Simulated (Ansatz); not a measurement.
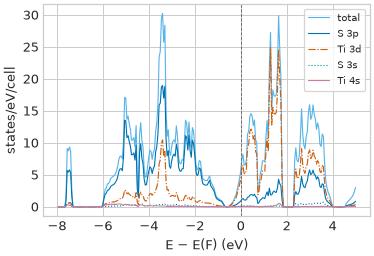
*Total and projected density of states of Ti$_{4}$HS$_{8}$ in space group P3m1 (No. 156; Pearson symbol hP13), DFT-r²SCAN+D4 in the program Ansatz with PAW potentials*

Which orbitals carry the states next to the Fermi level?

Within 0.5 eV of the Fermi level: Ti 3d 81 %, S 3p 14 %. Projections are on Löwdin-orthogonalised atomic valence shells; empty p or d shells of many metals are not among them.

Where is the tallest occupied peak in this window, and what makes it?

Near -3.4 eV, about 30 states/eV per cell; the largest projected share is S 3p.

The start of the workflow was typed in or built on a structure type; neither database checked (COD, Materials Project) lists it. Its standing as an ambient phase is unchecked. The cell was relaxed with r²SCAN+D4 under the symmetry of its start; its stability against distortions is not shown here. The workflow began spin-polarised and lost its moments.

Potentials: the earlier of the program's two PAW sets. The files were generated under PBE; for other functionals the program regenerates the frozen cores, and for LDA and PBEsol the local potential too.
